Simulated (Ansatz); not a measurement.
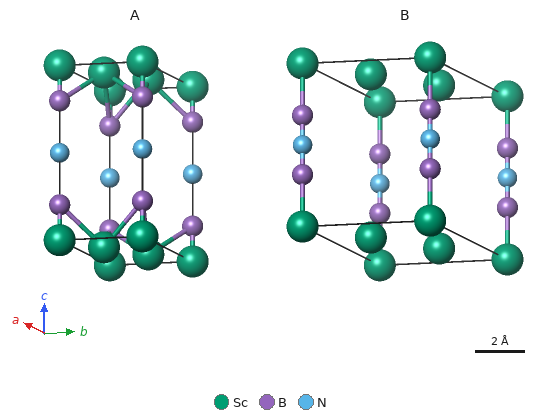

Two geometries of solid Sc3B2N (a generated structure, set up in P6/mmm) (coarse preliminary run), drawn at one scale. One is the start of a relaxation, the other its converged end. A ball-and-stick model of the cell of the calculation, seen from a free direction.

Computed with DFT PBE, scalar-relativistic, plane waves, PAW (Ansatz). Settings: plane-wave cutoff 420 eV; k-point mesh 6 × 6 × 2; occupations gaussian; smearing width 0.1 eV; collinear spin; cell and atoms relaxed; force threshold 0.04 eV/Å; at most 70 steps.

Which of the two is the end point?

Structure B is the relaxed one. After 15 accepted moves (18 points after the start) the energy has fallen by 30.826 eV per cell of the calculation. Largest force component: 13 eV/Å at the start, 0.0012 eV/Å at the end. Pressure: 98.51 GPa at the start and 0.04 GPa at the end. The SCF was repeated 3 times at an unchanged geometry on a basis and grid sized afresh for the cell, which shifted the energy by 1.318 eV per cell of the calculation at most. The largest moves relative to the cell, 0.84 Å, are those of B atoms. Sc and N stay in place. The drawn cell changes as follows: a = b 3.448 → 5.315 Å (+54.1 %), c 7.799 → 7.281 Å (−6.6 %); the volume changes by +121.8 %. Near-neighbour distances that change, for instance: B–Sc 2.540 → 3.845 Å, Sc–Sc 1.991 → 3.069 Å, B–N 2.322 → 1.324 Å, B–Sc 1.577 → 2.317 Å. New bonds form: B–N (2.32 → 1.32 Å). Bonds break: B–Sc (2.54 → 3.85 Å). The space group stays P6/mmm (No. 191). The program noted that the starting moments weren't kept.

Limits of the set-up: the k-point mesh is coarse for a cell with partly filled bands.
